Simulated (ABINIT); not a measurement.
# CaO (Fm-3m): G0W0 in ABINIT against the bands in the screening

Aim: move the bands in the screening of a G0W0 run on CaO (Fm-3m) over a wide range.

Method: PBE and many-body steps on it, plane waves, in ABINIT 10.8.3.

## Step 1: The structure

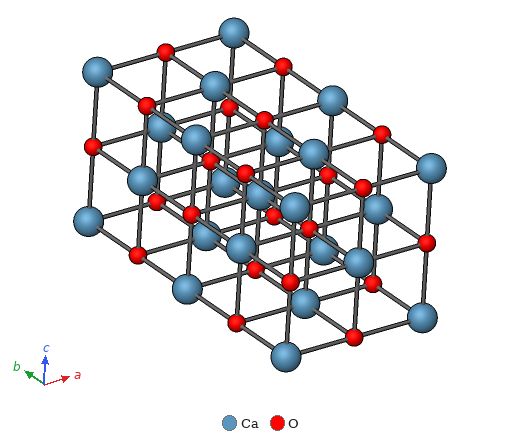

Start, viewed from a free direction; calcium blue, oxygen red. 1×2×1 cells are drawn. This picture shows the conventional cell, with its axes. Some periodic images of atoms are drawn too.

The cell and positions are those that the Materials Project relaxed with its own functionals (PBE, PBE+U or r2SCAN), kept fixed.

## Step 2: Screening, 4×4×4 mesh, 16 bands, screening to 130.6 eV

This step: ABINIT 10.8.3; RPA screening on PBE, plane waves, norm-conserving pseudopotentials.

The RPA dielectric matrix is built and inverted for each q.

File run.abi:

```
acell 3*1.0 Angstrom
rprim 
  -0.000000000000 2.403555696000 2.403555696000
  2.403555696000 -0.000000000000 2.403555696000
  2.403555696000 2.403555696000 -0.000000000000
ntypat 2
znucl 20 8
natom 2
typat 1 2
xred 
  0.000000000000 0.000000000000 0.000000000000
  0.500000000000 0.500000000000 0.500000000000
pp_dirpath "pseudos"
pseudos "Ca.upf, O.upf"
ecut 36
ngkpt 4 4 4
nshiftk 1
shiftk 0 0 0
kptopt 1
chksymbreak 0
istwfk *1
occopt 1
irdwfk 1
optdriver 3
nband 16
ecuteps 4.8
inclvkb 2
awtr 1
symchi 1
indata_prefix "in"
outdata_prefix "out"
tmpdata_prefix "tmp"
```

Started as:

```
OMP_NUM_THREADS=1 mpirun -n 4 abinit run.abi > log
```

Output:

```text
.Version 10.8.3 of ABINIT. v10.8.2 released Aug 2026.

 Symmetries : space group Fm -3 m (#225); Bravais cF (face-center cubic)
[... echo of the input left out ...]
== DATASET  1 ==================================================================
-   mpi_nproc: 4, omp_nthreads: 1 (-1 if OMP is not activated)

--- !DatasetInfo
iteration_state: {dtset: 1, }
dimensions: {natom: 2, nkpt: 8, mband: 16, nsppol: 1, nspinor: 1, nspden: 1, mpw: 1964, }
cutoff_energies: {ecut:  36.0, pawecutdg:  -1.0, }
electrons: {nelect:   1.60000000E+01, charge:   0.00000000E+00, occopt:   1.00000000E+00, tsmear:   1.00000000E-02, }

 SCREENING: Calculation of the susceptibility and dielectric matrices

 Based on a program developped by R.W. Godby, V. Olevano, G. Onida, and L. Reining.
 Incorporated in ABINIT by V. Olevano, G.-M. Rignanese, and M. Torrent.
.Using double precision arithmetic ; gwpc =  8

[... cell and pseudopotentials left out ...]
--------------------------------------------------------------------------------

 ==== K-mesh for the wavefunctions ====
 Number of points in the irreducible wedge :     8
[... list of points left out ...]
 Together with 48 symmetry operations and time-reversal symmetry
 yields    64 points in the full Brillouin Zone.

 ==== Q-mesh for the screening function ====
 Number of points in the irreducible wedge :     8
[... list of points left out ...]
 Together with 48 symmetry operations and time-reversal symmetry
 yields    64 points in the full Brillouin Zone.

 setmesh: FFT mesh size selected  =    24x   24x   24
          total number of points  =        13824

 vcoul_init : cutoff-mode = AUXILIARY_FUNCTION
 q-points for optical limit:   1
     1)      0.000010    0.000020    0.000030

- screening: taking advantage of time-reversal symmetry
- Maximum band index for partially occupied states nbvw = 8
- Remaining bands to be divided among processors   nbcw = 8
- Number of bands treated by each node ~2

 Number of electrons calculated from density =   16.0000; Expected =   16.0000
 average of density, n =  0.085375
 r_s =    1.4088
 omega_plasma =   28.1852 [eV]

 calculating chi0 at frequencies [eV] :
  1    0.000000E+00    0.000000E+00
  2    0.000000E+00    2.818519E+01

--------------------------------------------------------------------------------
  q-point number  1        q = ( 0.000000, 0.000000, 0.000000) [r.l.u.]
--------------------------------------------------------------------------------
[... chi0 elements left out ...]
 For q-point:  0.000010 0.000020 0.000030
  dielectric constant =   3.5585
  dielectric constant without local fields =   3.8361

  Average fulfillment of the sum rule on Im[epsilon] for q-point    1 :     16.60  [%]
[... wings left out ...]
  q-point number  2        q = ( 0.250000, 0.000000, 0.000000) [r.l.u.]
--------------------------------------------------------------------------------
[... chi0 elements left out ...]
  Average fulfillment of the sum rule on Im[epsilon] for q-point    2 :     42.76  [%]

 [... 6 further q-points ...]
```

Run time: 2.7 s. Hardware: 4 MPI ranks of Arm Neoverse V2, shared host; peak memory 0.09 GiB; 10 s of CPU time.

Numbers from this step:

| Item | Value |
| --- | --- |
| ε∞ with local fields, on this mesh, along the program's q direction | 3.558 |
| the same without local fields | 3.836 |
| plasma frequency | 28.19 eV |
| plane waves in the screening matrix | 113 |

Local fields lower ε∞ by 7 %. On a Γ-centred mesh this coarse the value itself is usually too large, while a short band sum pulls it down.

## Step 3: 16 bands

The self-energy is evaluated for the states that the input lists, and the levels follow from it, in one-shot runs by the linearised quasiparticle equation.

This step: G0W0 on PBE, plane waves, norm-conserving pseudopotentials.

Changes to run.abi since step 2:

```diff
@@ -23,8 +23,17 @@
 irdwfk 1
-optdriver 3
-nband 16
+optdriver 4
+nband 28
+gwcalctyp 0
+ecutsigx 36
+symsigma 1
+nkptgw 2
+kptgw 
+  0.0000000000 0.0000000000 0.0000000000
+  0.5000000000 0.5000000000 0.0000000000
+bdgw 
+  6 12
+  7 10
 ecuteps 4.8
-inclvkb 2
-awtr 1
-symchi 1
+irdscr 1
+ppmodel 1
 indata_prefix "in"
```

Output:

```text
.Version 10.8.3 of ABINIT. v10.8.2 released Aug 2026.

 Symmetries : space group Fm -3 m (#225); Bravais cF (face-center cubic)
[... echo of the input left out ...]
== DATASET  1 ==================================================================
-   mpi_nproc: 4, omp_nthreads: 1 (-1 if OMP is not activated)

--- !DatasetInfo
iteration_state: {dtset: 1, }
dimensions: {natom: 2, nkpt: 8, mband: 28, nsppol: 1, nspinor: 1, nspden: 1, mpw: 1964, }
cutoff_energies: {ecut:  36.0, pawecutdg:  -1.0, }
electrons: {nelect:   1.60000000E+01, charge:   0.00000000E+00, occopt:   1.00000000E+00, tsmear:   1.00000000E-02, }

 SIGMA: Calculation of the GW corrections

 Based on a program developped by R.W. Godby, V. Olevano, G. Onida, and L. Reining.
 Incorporated in ABINIT by V. Olevano, G.-M. Rignanese, and M. Torrent.
.Using double precision arithmetic ; gwpc =  8

[... cell and pseudopotentials left out ...]
--------------------------------------------------------------------------------

 ==== K-mesh for the wavefunctions ====
 Number of points in the irreducible wedge :     8
[... list of points left out ...]
 Together with 48 symmetry operations and time-reversal symmetry
 yields    64 points in the full Brillouin Zone.

 ==== Q-mesh for screening function ====
 Number of points in the irreducible wedge :     8
[... list of points left out ...]
 Together with 48 symmetry operations and time-reversal symmetry
 yields    64 points in the full Brillouin Zone.

 vcoul_init : cutoff-mode = AUXILIARY_FUNCTION
 q-points for optical limit:   1
     1)      0.000010    0.000020    0.000030
 setmesh: FFT mesh size selected  =    36x   36x   36
          total number of points  =        46656

 Number of electrons calculated from density =   16.0000; Expected =   16.0000
 average of density, n =  0.085375
 r_s =    1.4088
 omega_plasma =   28.1852 [eV]

 === KS Band Gaps ===
  >>>> For spin  1
   Minimum direct gap =   4.0354 [eV], located at k-point      :   0.5000  0.5000  0.0000
   Fundamental gap    =   3.6617 [eV], Top of valence bands at :   0.0000  0.0000  0.0000
                                       Bottom of conduction at :   0.5000  0.5000  0.0000
 SIGMA fundamental parameters:
 PLASMON POLE MODEL  1
 number of plane-waves for SigmaX                 1917
 number of plane-waves for SigmaC and W            113
 number of plane-waves for wavefunctions          1917
 number of bands                                    28
 number of independent spin polarizations            1
 number of spinorial components                      1
 number of k-points in IBZ                           8
 number of q-points in IBZ                           8
 number of symmetry operations                      48
 number of k-points in BZ                           64
 number of q-points in BZ                           64
 number of frequencies for dSigma/dE                 9
 frequency step for dSigma/dE [eV]                0.25
 number of omega for Sigma on real axis              0
 max omega for Sigma on real axis  [eV]           0.00
 zcut for avoiding poles [eV]                     0.10

 EPSILON^-1 parameters (SCR file):
 dimension of the eps^-1 matrix on file            113
 dimension of the eps^-1 matrix used               113
 number of plane-waves for wavefunctions          1917
 number of bands                                    16
 number of q-points in IBZ                           8
 number of frequencies                               2
 number of real frequencies                          1
 number of imag frequencies                          1

 matrix elements of self-energy operator (all in [eV])

 Perturbative Calculation

--- !SelfEnergy_ee
iteration_state: {dtset: 1, }
kpoint     : [   0.000,    0.000,    0.000, ]
spin       : 1
KS_gap     :    4.745
QP_gap     :    6.402
Delta_QP_KS:    1.658
data: !SigmaeeData |
     Band     E0 <VxcDFT>   SigX SigC(E0)      Z dSigC/dE  Sig(E)    E-E0       E
        6   5.095 -19.399 -24.614   4.705   0.776  -0.288 -19.795  -0.396   4.699
        7   5.095 -19.399 -24.614   4.705   0.776  -0.288 -19.795  -0.396   4.699
        8   5.095 -19.399 -24.614   4.705   0.776  -0.288 -19.795  -0.396   4.699
        9   9.840 -10.909  -6.359  -3.059   0.846  -0.182  -9.648   1.262  11.101
       10  11.332 -13.905  -6.986  -3.497   0.835  -0.197 -11.046   2.859  14.191
       11  11.332 -13.905  -6.986  -3.497   0.835  -0.197 -11.046   2.859  14.191
       12  11.332 -13.905  -6.986  -3.497   0.835  -0.197 -11.046   2.859  14.191

--- !SelfEnergy_ee
iteration_state: {dtset: 1, }
kpoint     : [   0.500,    0.500,    0.000, ]
spin       : 1
KS_gap     :    4.035
QP_gap     :    6.610
Delta_QP_KS:    2.575
data: !SigmaeeData |
     Band     E0 <VxcDFT>   SigX SigC(E0)      Z dSigC/dE  Sig(E)    E-E0       E
        7   4.721 -18.930 -24.281   4.687   0.777  -0.287 -19.446  -0.516   4.205
        8   4.721 -18.930 -24.281   4.687   0.777  -0.287 -19.446  -0.516   4.205
        9   8.757 -11.435  -5.853  -3.156   0.849  -0.178  -9.376   2.059  10.816
       10  13.145 -16.134  -8.827  -3.504   0.826  -0.211 -12.993   3.142  16.287

== END DATASET(S) ==============================================================
================================================================================

 -outvars: echo values of variables after computation  --------
           etotal      0.0000000000E+00
            nband          28
             nkpt           8
          spgroup         225
 [... the other variables as echoed above ...]

 Calculation completed.
```

Run time: 2.7 s. Hardware: 4 MPI ranks; peak memory 0.13 GiB; 10 s of CPU time.

Numbers from this step:

```yaml
g0w0_gap_on_the_points_computed: 6.117 eV
starting_gap_on_the_mesh: 3.662 eV
k_of_the_valence_top: 0, 0, 0
k_of_the_conduction_bottom: 0.5, 0.5, 0
z_at_the_valence_top: 0.776
z_at_the_conduction_bottom: 0.849
least_direct_g0w0_gap_on_the_computed_points: 6.402 eV
```

The gap on the mesh goes from 3.66 eV to 6.12 eV, a correction of +2.46 eV.

## Step 4: Screening, 4×4×4 mesh, 28 bands, screening to 130.6 eV

This step: RPA screening on PBE, plane waves, norm-conserving pseudopotentials.

Changes to run.abi since step 3:

```diff
@@ -23,17 +23,8 @@
 irdwfk 1
-optdriver 4
+optdriver 3
 nband 28
-gwcalctyp 0
-ecutsigx 36
-symsigma 1
-nkptgw 2
-kptgw 
-  0.0000000000 0.0000000000 0.0000000000
-  0.5000000000 0.5000000000 0.0000000000
-bdgw 
-  6 12
-  7 10
 ecuteps 4.8
-irdscr 1
-ppmodel 1
+inclvkb 2
+awtr 1
+symchi 1
 indata_prefix "in"
```

Output:

```text
.Version 10.8.3 of ABINIT. v10.8.2 released Aug 2026.

 Symmetries : space group Fm -3 m (#225); Bravais cF (face-center cubic)
[... echo of the input left out ...]
== DATASET  1 ==================================================================
-   mpi_nproc: 4, omp_nthreads: 1 (-1 if OMP is not activated)

--- !DatasetInfo
iteration_state: {dtset: 1, }
dimensions: {natom: 2, nkpt: 8, mband: 28, nsppol: 1, nspinor: 1, nspden: 1, mpw: 1964, }
cutoff_energies: {ecut:  36.0, pawecutdg:  -1.0, }
electrons: {nelect:   1.60000000E+01, charge:   0.00000000E+00, occopt:   1.00000000E+00, tsmear:   1.00000000E-02, }

 SCREENING: Calculation of the susceptibility and dielectric matrices

 Based on a program developped by R.W. Godby, V. Olevano, G. Onida, and L. Reining.
 Incorporated in ABINIT by V. Olevano, G.-M. Rignanese, and M. Torrent.
.Using double precision arithmetic ; gwpc =  8

[... cell and pseudopotentials left out ...]
--------------------------------------------------------------------------------

 ==== K-mesh for the wavefunctions ====
 Number of points in the irreducible wedge :     8
[... list of points left out ...]
 Together with 48 symmetry operations and time-reversal symmetry
 yields    64 points in the full Brillouin Zone.

 ==== Q-mesh for the screening function ====
 Number of points in the irreducible wedge :     8
[... list of points left out ...]
 Together with 48 symmetry operations and time-reversal symmetry
 yields    64 points in the full Brillouin Zone.

 setmesh: FFT mesh size selected  =    24x   24x   24
          total number of points  =        13824

 vcoul_init : cutoff-mode = AUXILIARY_FUNCTION
 q-points for optical limit:   1
     1)      0.000010    0.000020    0.000030

- screening: taking advantage of time-reversal symmetry
- Maximum band index for partially occupied states nbvw = 8
- Remaining bands to be divided among processors   nbcw = 20
- Number of bands treated by each node ~5

 Number of electrons calculated from density =   16.0000; Expected =   16.0000
 average of density, n =  0.085375
 r_s =    1.4088
 omega_plasma =   28.1852 [eV]

 calculating chi0 at frequencies [eV] :
  1    0.000000E+00    0.000000E+00
  2    0.000000E+00    2.818519E+01

--------------------------------------------------------------------------------
  q-point number  1        q = ( 0.000000, 0.000000, 0.000000) [r.l.u.]
--------------------------------------------------------------------------------
[... chi0 elements left out ...]
 For q-point:  0.000010 0.000020 0.000030
  dielectric constant =   3.6547
  dielectric constant without local fields =   3.9986

  Average fulfillment of the sum rule on Im[epsilon] for q-point    1 :     34.19  [%]
[... wings left out ...]
  q-point number  2        q = ( 0.250000, 0.000000, 0.000000) [r.l.u.]
--------------------------------------------------------------------------------
[... chi0 elements left out ...]
  Average fulfillment of the sum rule on Im[epsilon] for q-point    2 :     58.19  [%]

 [... 6 further q-points ...]
```

Wall time 3.6 s (4 MPI ranks); peak memory 0.39 GiB.

This step gave:

* ε∞ with local fields, on this mesh, along the program's q direction: 3.655
* the same without local fields: 3.999
* plasma frequency: 28.19 eV
* plane waves in the screening matrix: 113

[end of part 1 of 2]

[Paths, hosts, dates, memory and timing lines, banners, echoed tables and standing remarks are left out of the program output.]

[Logs are printed without paths, hosts, clocks, repeated set-up lines and the standing remarks that a program may print on its own settings, such as how far it seeks lower states.]

[Runs of the session that timed out or met a known fault of the program may be left out.]

[Hosts, paths, dates, database ids (printed as entryN), source tags and the programs' standing remarks are cut or masked in the printed files.]

[G0W0 gaps are taken among the corrected bands and points alone; a level outside them can change the order at an edge.]

[Where Ansatz stands beside ABINIT at settings called matched, ABINIT's density can come from a denser mesh and the files from another edition; pairs whose starting gaps differed by over 0.03 eV were left out, so agreement reads better than it is.]
